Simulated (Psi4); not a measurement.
**NaBr: geometry relaxation (part 1 of 4)**

The run: geometry relaxation of NaBr, SMILES [Na][Br]. Method and program: B3LYP/cc-pVTZ, RKS, dispersion D4 (Psi4 1.11).

The geometry: force field.

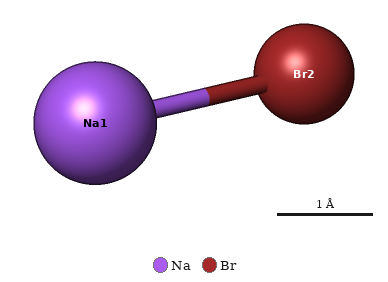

Fig. 1: The input geometry (ball-and-stick view, seen at a tilt; atoms are numbered from 1 in the order of the input). Sticks mark near contacts. Bond lengths as drawn: Br–Na 2.63 Å.

## The input (run.py)
```python
import psi4

psi4.set_memory(1600000000)
psi4.set_num_threads(1)
psi4.set_output_file('psi4.out', False)

mol = psi4.geometry("""
0 1
Na     1.133900    -0.428000     0.565600
Br    -1.104500     0.367800    -0.561600
symmetry c1
""")

psi4.set_options(dict(basis='cc-pVTZ', geom_maxiter=60))

E, wfn = psi4.optimize("b3lyp-d4", molecule=mol, return_wfn=True)
print(f'total energy {E:.8f} hartree = {E * 27.211386:.5f} eV')
mol.save_xyz_file('final.xyz', False)
```

Launched with:
```bash
python run.py
```

## The program's output
```
Psi4 1.11 release

gradient() will perform analytic gradient computation.

   => Loading Basis Set <=

    Name: CC-PVTZ
    Role: ORBITAL
    Keyword: BASIS

   => B3LYP-D4(BJ,EEQ)ATM: Empirical Dispersion <=

        a1 =       0.408680
        a2 =       4.538071
       alp =      16.000000
        s6 =       1.000000
        s8 =       2.029294
        s9 =       1.000000
        ga =       3.000000
        gc =       2.000000
        wf =       6.000000

         ---------------------------------------------------------
                                   SCF
                              RKS Reference
                        1 Threads,   1525 MiB Core
         ---------------------------------------------------------

  ==> Geometry <==

    Molecular point group: c1
    Full point group: C_inf_v

    Geometry (in Angstrom), charge = 0, multiplicity = 1:

       Center              X                  Y                   Z               Mass
    ------------   -----------------  -----------------  -----------------  -----------------
         NA          -0.000000000000     0.000000000000     2.036309006048    22.989769282000
         BR           0.000000000000    -0.000000000000    -0.593198940317    78.918337600000

  Running in c1 symmetry.

  Rotational constants: A = ************  B =      0.13694  C =      0.13694 [cm^-1]
  Rotational constants: A = ************  B =   4105.48450  C =   4105.48450 [MHz]
  Nuclear repulsion =   77.479600846819807

  Charge       = 0
  Multiplicity = 1
  Electrons    = 46
  Nalpha       = 23
  Nbeta        = 23

  ==> Algorithm <==

  SCF Algorithm Type is DF.
  DIIS enabled.
  MOM disabled.
  Fractional occupation disabled.
  Guess Type is SAD.
  Energy threshold   = 1.00e-08
  Density threshold  = 1.00e-08
  Integral threshold = 1.00e-12

  ==> Primary Basis <==

  Basis Set: CC-PVTZ
    Blend: CC-PVTZ
    Number of shells: 27
    Number of basis functions: 77
    Number of Cartesian functions: 88
    Spherical Harmonics?: true
    Max angular momentum: 3

  ==> DFT Potential <==

   => LibXC <=

    Version 7.1.2

   => Composite Functional: B3LYP-D4BJEEQATM <=

    B3LYP-d4bjeeqatm Hyb-GGA Exchange-Correlation Functional

    Deriv               =              1
    GGA                 =           TRUE
    Meta                =          FALSE

    Exchange Hybrid     =           TRUE
    MP2 Hybrid          =          FALSE

   => Exchange Functionals <=

    0.0800   Slater exchange
    0.7200         Becke 88

   => Exact (HF) Exchange <=

    0.2000               HF

   => Correlation Functionals <=

    0.1900   Vosko, Wilk & Nusair (VWN5_RPA)
    0.8100   Lee, Yang & Parr

   => LibXC Density Thresholds  <==

    XC_HYB_GGA_XC_B3LYP:  1.00E-15

   => Molecular Quadrature <=

    Radial Scheme          =       TREUTLER
    Pruning Scheme         =           NONE
    Nuclear Scheme         =       TREUTLER

    Blocking Scheme        =         OCTREE
    BS radius alpha        =              1
    Pruning alpha          =              1
    Radial Points          =             75
    Spherical Points       =            302
    Total Points           =          44487
    Total Blocks           =            463
    Max Points             =            256
    Max Functions          =             77
    Weights Tolerance      =       1.00E-15

   => Loading Basis Set <=

    Name: (CC-PVTZ AUX)
    Role: JKFIT
    Keyword: DF_BASIS_SCF

  ==> Integral Setup <==

  DFHelper Memory: AOs need 0.016 GiB; user supplied 1.031 GiB.
  SCF_SUBTYPE=INCORE selected. In-core MEM_DF algorithm will be used.
  Using in-core AOs.

  ==> MemDFJK: Density-Fitted J/K Matrices <==

    J tasked:                   Yes
    K tasked:                   Yes
    wK tasked:                   No
    Memory [MiB]:              1055
    Algorithm:                 Core
    Schwarz Cutoff:           1E-12
    Mask sparsity (%):       0.0000
    Fitting Condition:        1E-10

   => Auxiliary Basis Set <=

  Basis Set: (CC-PVTZ AUX)
    Blend: CC-PVTZ-JKFIT + DEF2-UNIVERSAL-JKFIT
    Number of shells: 85
    Number of basis functions: 319
    Number of Cartesian functions: 406
    Spherical Harmonics?: true
    Max angular momentum: 4

  Cached 100.0% of DFT collocation blocks in 0.087 [GiB].

  Minimum eigenvalue in the overlap matrix is 8.4898289163E-04.
  Reciprocal condition number of the overlap matrix is 2.2170386281E-04.
    Using symmetric orthogonalization.

  ==> Pre-Iterations <==

  SCF Guess: Superposition of Atomic Densities via on-the-fly atomic UHF (no occupation information).

   -------------------------
    Irrep   Nso     Nmo
   -------------------------
     A         77      77
   -------------------------
    Total      77      77
   -------------------------

  ==> Iterations <==

                           Total Energy        Delta E     RMS |[F,P]|

   @DF-RKS iter SAD: -2734.86431424236207   -2.73486e+03   0.00000e+00
   @DF-RKS iter   1: -2736.21487925529027   -1.35057e+00   1.68435e-02 DIIS/ADIIS
   @DF-RKS iter   2: -2734.69496729192542    1.51991e+00   2.40756e-02 DIIS/ADIIS
   @DF-RKS iter   3: -2736.57577884013108   -1.88081e+00   2.95640e-03 DIIS/ADIIS
   @DF-RKS iter   4: -2736.60861892172079   -3.28401e-02   1.64159e-03 DIIS/ADIIS
   @DF-RKS iter   5: -2736.61785788215639   -9.23896e-03   3.20510e-04 DIIS/ADIIS
   @DF-RKS iter   6: -2736.61822177589784   -3.63894e-04   5.52437e-05 DIIS
   @DF-RKS iter   7: -2736.61823447934921   -1.27035e-05   2.06756e-06 DIIS
   @DF-RKS iter   8: -2736.61823449600797   -1.66588e-08   1.17327e-07 DIIS
   @DF-RKS iter   9: -2736.61823449618532   -1.77351e-10   2.29532e-08 DIIS
   @DF-RKS iter  10: -2736.61823449618805   -2.72848e-12   3.10465e-09 DIIS
  Energy and wave function converged.

  ==> Post-Iterations <==

   Electrons on quadrature grid:
      Ntotal   =   46.0000128325 ; deviation = 1.283e-05

    Orbital Energies [Eh]
    ---------------------

    Doubly Occupied:

       1A   -482.756849     2A    -62.405053     3A    -56.219256
       4A    -56.218594     5A    -56.218594     6A    -38.542513
       7A     -8.592883     8A     -6.415599     9A     -6.413483
      10A     -6.413483    11A     -2.531941    12A     -2.531324
      13A     -2.531324    14A     -2.529633    15A     -2.529580
      16A     -2.272800    17A     -1.205126    18A     -1.205126
      19A     -1.202911    20A     -0.659076    21A     -0.235735
      22A     -0.216644    23A     -0.216644

    Virtual:

      24A     -0.080506    25A     -0.008585    26A     -0.008585
      27A      0.007427    28A      0.039896    29A      0.043516
      30A      0.043516    31A      0.076285    32A      0.105888
      33A      0.105888    34A      0.127440    35A      0.127440
      36A      0.149703    37A      0.210363    38A      0.210363
      39A      0.220444    40A      0.313407    41A      0.325591
      42A      0.325591    43A      0.368330    44A      0.368330
      45A      0.410669    46A      0.414652    47A      0.414653
      48A      0.415997    49A      0.415997    50A      0.422585
      51A      0.422585    52A      0.444087    53A      0.444087
      54A      0.535293    55A      0.535294    56A      0.542941
      57A      0.630052    58A      0.717249    59A      0.717249
      60A      0.918612    61A      1.533121    62A      1.574051
      63A      1.574051    64A      1.587198    65A      1.587199
      66A      1.591702    67A      1.605110    68A      1.605110
      69A      1.832591    70A      1.832591    71A      1.839710
      72A      1.839830    73A      1.950085    74A      2.001302
      75A      2.001302    76A      2.209986    77A      3.497826

    Final Occupation by Irrep:
              A
    DOCC [    23 ]
    NA   [    23 ]
    NB   [    23 ]

  @DF-RKS Final Energy: -2736.61823449618805

   => Energetics <=

    Nuclear Repulsion Energy =             77.4796008468198067
    One-Electron Energy =               -3968.1992932768625906
    Two-Electron Energy =                1239.2319722088284379
    DFT Exchange-Correlation Energy =     -85.1293685007476881
    Empirical Dispersion Energy =          -0.0011457742261140
    VV10 Nonlocal Energy =                  0.0000000000000000
    Total Energy =                      -2736.6182344961885065

Computation Completed

Properties will be evaluated at   0.000000,   0.000000,   0.000000 [a0]

Properties computed using the SCF density matrix

 Multipole Moments:

 ------------------------------------------------------------------------------------
     Multipole            Electronic (a.u.)      Nuclear  (a.u.)        Total (a.u.)
 ------------------------------------------------------------------------------------

 L = 1.  Multiply by 2.5417464519 to convert [e a0] to [Debye]
 Dipole X            :         -0.0000000           -0.0000000           -0.0000000
 Dipole Y            :          0.0000000            0.0000000            0.0000000
 Dipole Z            :          0.5229752            3.0943059            3.6172811
 Magnitude           :                                                    3.6172811

 ------------------------------------------------------------------------------------

	total time  =         17 seconds =       0.28 minutes

         ------------------------------------------------------------
                                   SCF GRAD
         ------------------------------------------------------------

  ==> Geometry <==

    Molecular point group: c1
    Full point group: C_inf_v

    Geometry (in Angstrom), charge = 0, multiplicity = 1:

       Center              X                  Y                   Z               Mass
    ------------   -----------------  -----------------  -----------------  -----------------
         NA          -0.000000000000     0.000000000000     2.036309006048    22.989769282000
         BR           0.000000000000    -0.000000000000    -0.593198940317    78.918337600000

  Nuclear repulsion =   77.479600846819807

  ==> Basis Set <==

  Basis Set: CC-PVTZ
    Blend: CC-PVTZ
    Number of shells: 27
    Number of basis functions: 77
    Number of Cartesian functions: 88
    Spherical Harmonics?: true
    Max angular momentum: 3

  ==> DFJKGrad: Density-Fitted SCF Gradients <==

    Gradient:                    1
    J tasked:                  Yes
    K tasked:                  Yes
    wK tasked:                  No
    Integrals threads:           1
    Memory [MiB]:             1144
    Schwarz Cutoff:          1E-12
    Fitting Condition:       1E-10

   => Auxiliary Basis Set <=

  Basis Set: (CC-PVTZ AUX)
    Blend: CC-PVTZ-JKFIT + DEF2-UNIVERSAL-JKFIT
    Number of shells: 85
    Number of basis functions: 319
    Number of Cartesian functions: 406
    Spherical Harmonics?: true
    Max angular momentum: 4

   => Molecular Quadrature <=

    Radial Scheme          =       TREUTLER
    Pruning Scheme         =           NONE
    Nuclear Scheme         =       TREUTLER

    Blocking Scheme        =         OCTREE
    BS radius alpha        =              1
    Pruning alpha          =              1
    Radial Points          =             75
    Spherical Points       =            302
    Total Points           =          44487
    Total Blocks           =            463
    Max Points             =            256
    Max Functions          =             77
    Weights Tolerance      =       1.00E-15

  -Total Gradient:
     Atom            X                  Y                   Z
    ------   -----------------  -----------------  -----------------
       1       -0.000000000000     0.000000000000     0.009264448577
       2       -0.000000000001    -0.000000000000    -0.009225641134

	total time  =          9 seconds =       0.15 minutes

    			-----------------------------------------

    			 OPTKING 3.0: for geometry optimizations

    			        with contributions from

    			-----------------------------------------

	                            ===> Fragment 1 <==

	 Z (Atomic Numbers)          Masses                          Geom
	      11.000000            22.989769         -0.00000000  0.00000000  3.84806633
	      35.000000            78.918338          0.00000000 -0.00000000 -1.12098354

	 - Coordinate -           - BOHR/RAD -       - ANG/DEG -
	 R(1,2)           =         4.969050           2.629508

	        --- Internal Coordinate Step in ANG or DEG, aJ/ANG or AJ/DEG ---
	-------------------------------------------------------------------------------
	           Coordinate      Previous         Force          Change          New
	           ----------      --------        ------          ------        ------
	               R(1,2)       2.62951       -0.07617       -0.06776       2.56175
	-------------------------------------------------------------------------------

	                                 ==> Convergence Check <==

	Measures of convergence in internal coordinates in au.

	Criteria marked as inactive (o), active & met (*), and active & unmet ( ).

	----------------------------------------------------------------------------------------------~
	   Step    Total Energy     Delta E     Max Force     RMS Force      Max Disp      RMS Disp   ~
	----------------------------------------------------------------------------------------------~
	  Convergence Criteria     1.00e-06 *    3.00e-04 *             o    1.20e-03 *             o~
	----------------------------------------------------------------------------------------------~
	     1   -2736.61823450   -2.74e+03      9.25e-03      9.25e-03 o    1.28e-01      1.28e-01 o  ~
	----------------------------------------------------------------------------------------------

Next Geometry in Ang
	Fragment 1 (Ang)

	   Na  -0.0000000000   0.0000000000   2.0024310125
	   Br   0.0000000000  -0.0000000000  -0.5593209468

    Structure for next step:
    Molecular point group: c1
    Full point group: C_inf_v

    Geometry (in Angstrom), charge = 0, multiplicity = 1:

    NA          -0.000000000000     0.000000000000     1.983838304530
    BR           0.000000000000    -0.000000000000    -0.577913654810

gradient() will perform analytic gradient computation.

  ==> Geometry <==

    Molecular point group: c1
    Full point group: C_inf_v

    Geometry (in Angstrom), charge = 0, multiplicity = 1:

       Center              X                  Y                   Z               Mass
    ------------   -----------------  -----------------  -----------------  -----------------
         NA          -0.000000000000     0.000000000000     1.983838304530    22.989769282000
         BR           0.000000000000    -0.000000000000    -0.577913654810    78.918337600000

  Running in c1 symmetry.

  Rotational constants: A = ************  B =      0.14428  C =      0.14428 [cm^-1]
  Rotational constants: A = ************  B =   4325.52910  C =   4325.52910 [MHz]
  Nuclear repulsion =   79.528865144478317

  Charge       = 0
  Multiplicity = 1
  Electrons    = 46
  Nalpha       = 23
  Nbeta        = 23

  ==> Algorithm <==

  SCF Algorithm Type is DF.
  DIIS enabled.
  MOM disabled.
  Fractional occupation disabled.
  Guess Type is READ.
  Energy threshold   = 1.00e-08
  Density threshold  = 1.00e-08
  Integral threshold = 1.00e-12

   => Molecular Quadrature <=

    Radial Scheme          =       TREUTLER
    Pruning Scheme         =           NONE
    Nuclear Scheme         =       TREUTLER

    Blocking Scheme        =         OCTREE
    BS radius alpha        =              1
    Pruning alpha          =              1
    Radial Points          =             75
    Spherical Points       =            302
    Total Points           =          44484
    Total Blocks           =            461
    Max Points             =            256
    Max Functions          =             77
    Weights Tolerance      =       1.00E-15

   => Loading Basis Set <=

    Name: CC-PVTZ
    Role: ORBITAL
    Keyword: BASIS

  Reading orbitals from file scr/psi4.default.5802.180.npy, no projection.

  ==> Integral Setup <==
```
